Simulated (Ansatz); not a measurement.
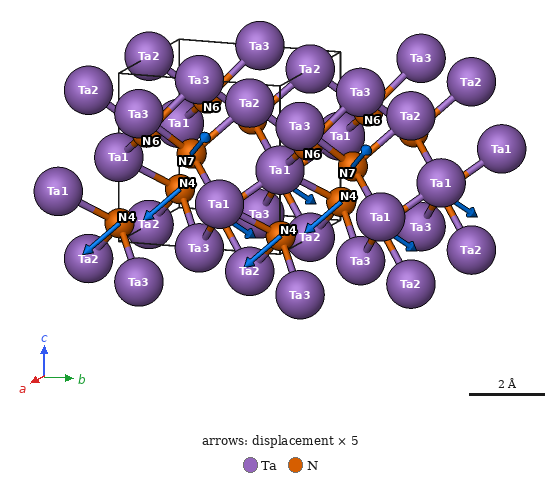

This is a relaxation of solid Ta3N4 (a generated structure, set up in P-43m) (coarse preliminary run). The starting structure is drawn; blue arrows show the displacements (the part carried along by the change of the cell is left out), 5 times their true length.

The picture is a ball-and-stick view of the cell of the calculation, repeated 2 × 2 × 1 with one cell outlined, seen slightly off an axis.

Level of theory: DFT PBE, scalar-relativistic, plane waves, PAW (Ansatz 0.2.0). Set-up: plane-wave cutoff 420 eV; k-point mesh 4 × 4 × 4; occupations gaussian; smearing width 0.1 eV; no spin polarisation; cell and atoms relaxed; force threshold 0.04 eV/Å; at most 70 steps.

### Describe the change and its energy.

After 4 accepted moves (5 points after the start) the energy has fallen by 166 meV per atom. Largest force component: 1.4 eV/Å at the start, 0.00046 eV/Å at the end. Pressure: −10.97 GPa at the start and 0.21 GPa at the end. At 1 point the geometry stayed and the basis and grid were re-selected for the new cell (energy shift of 1.9 meV per atom at most each time). The largest moves relative to the cell, 0.27 Å, are those of N atoms. Ta stays in place. Cell: a = b = c 4.611 → 4.685 Å (+1.6 %). Volume +4.9 %. Among the contacts that change: N–Ta 2.076 → 2.010 Å, Ta–Ta 3.261 → 3.313 Å. Among the angles between lasting bonds that change: N–Ta–N 120.4° → 106.4°, Ta–N–Ta 103.5° → 111.0°, N–Ta–N 104.3° → 111.1°. The space group stays P-43m (No. 215).
